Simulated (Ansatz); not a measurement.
```yaml
atoms:
  - { symbol: Si, position_ang: [0.0102, 0.1429, 0.8162] }
  - { symbol: Si, position_ang: [-0.6309, 0.5114, -1.2707] }
  - { symbol: H, position_ang: [-0.4356, 1.5539, 0.0279] }
  - { symbol: H, position_ang: [0.8841, 0.2231, -0.6125] }
```

Geometry: B3LYP-D4/def2-TZVP.

Method: isolated molecule in a Gaussian basis; Kohn-Sham density functional theory, functional PBE0 (Ansatz).

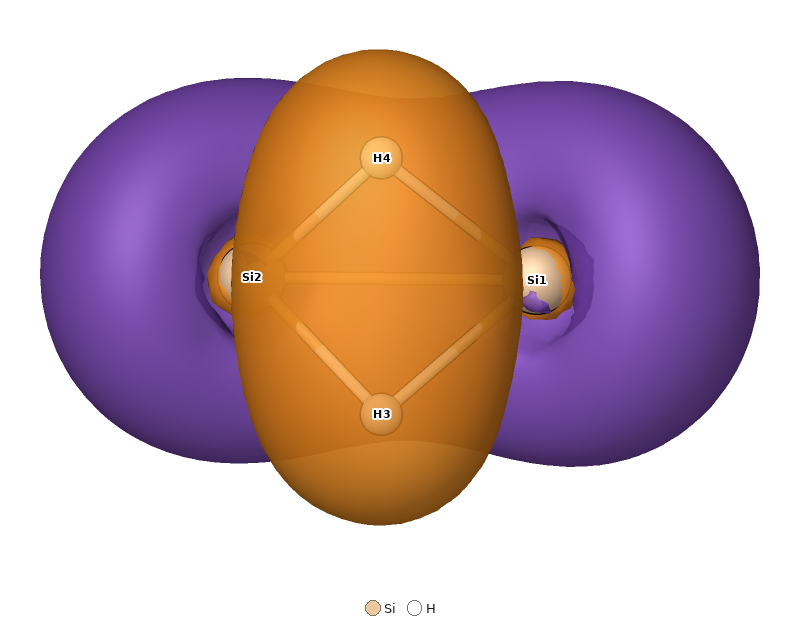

H₂Si₂. The HOMO−1 at ±0.08 Å⁻³ᐟ² (orange and purple are the two phases), seen across its widest extent.

Question: What is the character of this orbital?

Answer: By Hirshfeld shares it lies mainly on Si1 (about 40 %), Si2 (about 40 %), H3 (about 10 %) and H4 (about 10 %); π-bonding across Si1–Si2. Its energy is −8.19 eV.
